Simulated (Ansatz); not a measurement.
## Run report: Si$_{2}$H$_{6}$O$_{2}$, single-point calculation

The run: single-point calculation of Si$_{2}$H$_{6}$O$_{2}$. Method and program: RKS PBE0-D4/def2-TZVPP (Ansatz 0.2.0).

The geometry is a transition state. The reaction was set up to form O2–H4 and to break Si1–O2 and O3–H4 (atoms counted from 1 in the order of the input); sticks are drawn by distance alone. The geometry comes from this level: PBE0-D4/def2-TZVP.

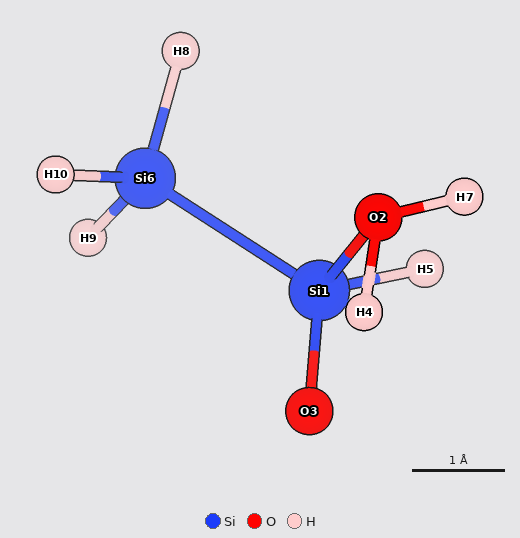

Figure 1. The structure (ball-and-stick view, seen at a tilt; atoms are numbered from 1 in the order of the input). Bond lengths as drawn: H–O 0.97 to 1.07 Å, H–Si 1.49 to 1.50 Å, O–Si 1.56 to 1.89 Å and Si–Si 2.34 Å.

The input
```yaml
crystal:
  periodic: [false, false, false]
  atoms:
    - {symbol: Si, position_ang: [-0.653332, 0.005278, -0.500152]}
    - {symbol: O, position_ang: [0.717001, 1.025092, -1.314313]}
    - {symbol: O, position_ang: [-0.588761, -0.891979, -1.778544]}
    - {symbol: H, position_ang: [0.452011, 0.259336, -2.010288]}
    - {symbol: H, position_ang: [-1.722110, 1.039225, -0.329783]}
    - {symbol: Si, position_ang: [0.199927, -0.717628, 1.560721]}
    - {symbol: H, position_ang: [0.479377, 1.898397, -1.650083]}
    - {symbol: H, position_ang: [0.424177, 0.448160, 2.459922]}
    - {symbol: H, position_ang: [-0.789201, -1.623941, 2.203053]}
    - {symbol: H, position_ang: [1.480812, -1.441740, 1.359567]}
basis:
  gaussian: {orbitals: def2-TZVPP}
hamiltonian: {xc: pbe0, dispersion: d4}
output: {orbitals: {seedname: orbitals}}
```

Hardware: 4 threads of Intel Xeon, 15 GiB of memory available, shared host.

Command:
```bash
ansatz run in.yaml --threads 4 --pin off --events-out ev --progress --plain --max-ram 9574MiB
```

What the program printed
```
Functional definition: PBE0
  name "PBE0"
  cite "Adamo & Barone, J. Chem. Phys. 110, 6158 (1999) doi:10.1063/1.478522"
  cite "Perdew, Burke & Ernzerhof, Phys. Rev. Lett. 77, 3865 (1996) doi:10.1103/PhysRevLett.77.3865"
  parent pbe
  parameter a = 0.25
  parameter kappa = 0.804
  parameter beta = 0.06672455060314922
  exchange = (1 - a)*pbe_x(kappa = kappa, mu = beta*pi^2/3) + a*exact_x
  correlation = pbe_c(beta = beta)
1238 factors; their error is unknown
mean field evaluation 1: about -19930.2569 eV, gradient 7.1e1 eV
mean field evaluation 2: about -19880.9962 eV, gradient 1.6e2 eV
mean field evaluation 4: about -19938.2179 eV, gradient 1.5e1 eV
mean field evaluation 8: about -19938.6227 eV, gradient 2.7e-1 eV
mean field evaluation 16: about -19938.6228 eV, gradient 2.9e-5 eV
mean field -19938.62280250 eV, -732.7308731081 hartree, gradient 2.9e-5 eV, S^2 0.000000; 0 other end points of the search recorded, 0 dependent functions left out
reference -19938.62283555 eV, -732.7308743226 hartree; 25, 25 occupied and 205, 205 virtual orbitals, 1238 factors
Total energy: -19938.78737191 eV, -732.7369209221 hartree
```

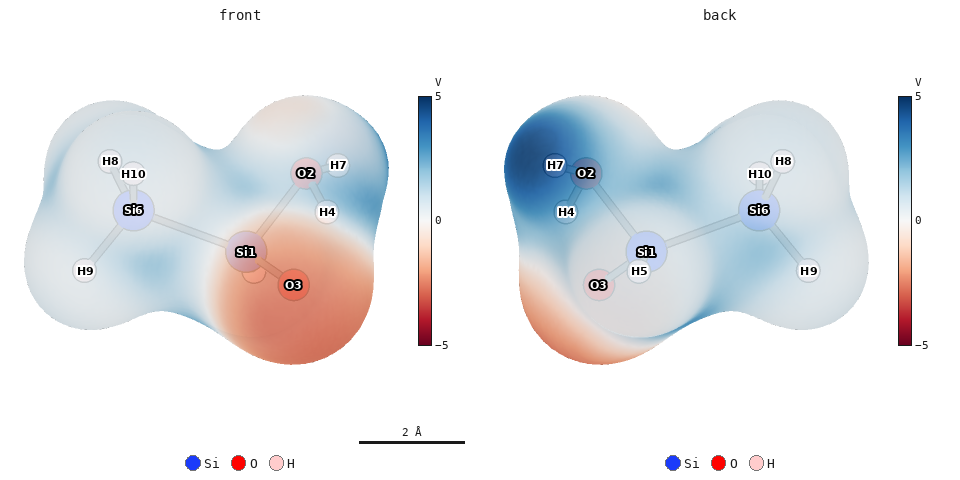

Figure 2. The electrostatic potential painted on the density surface at 0.004 e/bohr³, seen face on and from behind; the colour scale runs from red (negative) to blue (positive).

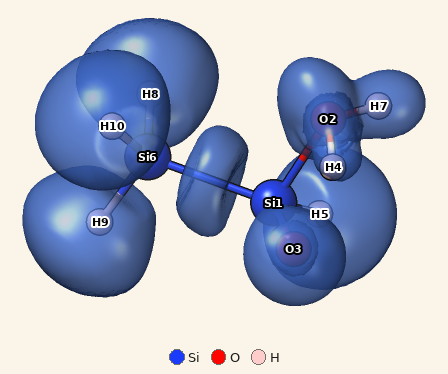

Figure 3. Isosurface of the electron localisation function at 0.75 (blue), seen at a tilt. Only the valence region is drawn (cores and ρ < 0.01 e/Å³ removed). Values along the shortest contacts: Si–Si (2.34 Å): the ELF peaks at about 1 between the atoms, which marks a covalent bond.

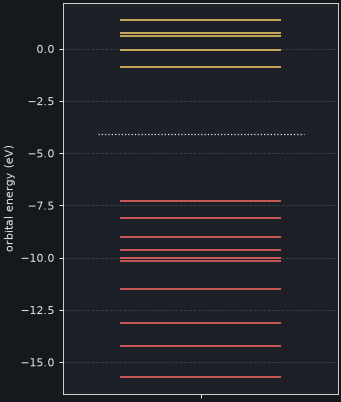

Figure 4. Orbital energies near the frontier; the dotted line parts filled from empty levels, and levels within 0.02 eV of each other stand side by side. Highest filled −7.31 eV, lowest empty −0.87 eV, 6.44 eV apart.

Results in brief

| quantity | value |
| --- | --- |
| outcome | converged |
| total energy | −19938.7874 eV |
| mean-field energy | −19938.6228 eV |
| dispersion energy | −0.1645 eV |
| SCF solution under orbital rotations | stable |
| HOMO | −7.31 eV |
| LUMO | −0.87 eV |
| wall time | 1.2 s (CPU time 4.2 s) |
| peak memory | 0.53 GiB |
